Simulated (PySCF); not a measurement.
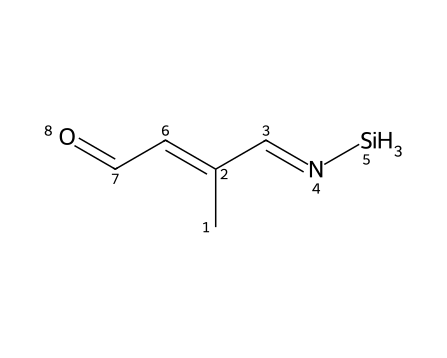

Skeletal drawing with numbered atoms; wedges and dashes mark any stereocentres. The configuration is that of a computed structure (GFN2-xTB).

**What are the Cahn–Ingold–Prelog descriptors?**

C2=C6: E; C3=N4: E.
